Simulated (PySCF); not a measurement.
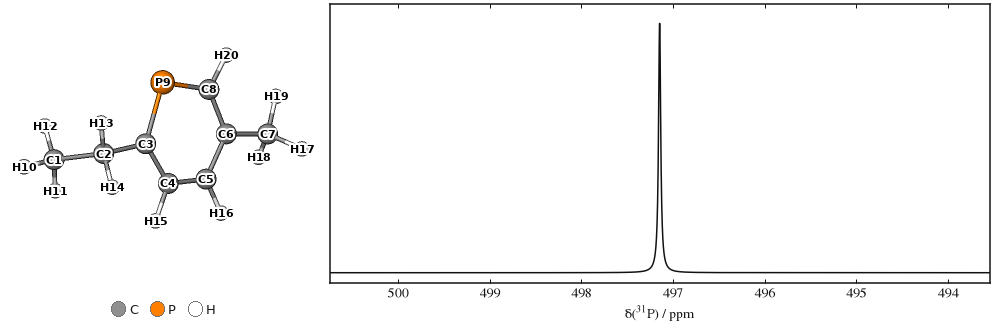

Spectrum and numbered structure of C₈H₁₁P, SMILES CCc1ccc(C)cp1. GIAO shifts, PBE0/pcSseg-1 with PySCF, at a PBE0-D3(BJ)/def2-SVP geometry (no frequency check), against PH₃ for ³¹P computed at the same level (³¹P: the usual scale starts at 85 % H₃PO₄ instead). Gas phase, fully decoupled, line heights follow the number of nuclei, widths are arbitrary (no quadrupolar broadening); values of one conformer, averaged over nuclei that symmetry or rotation about single bonds exchange, these motions taken as fast; other conformers aren't averaged in.

Q: Where does the ³¹P line lie?

A: At 497.1 ppm (P9).
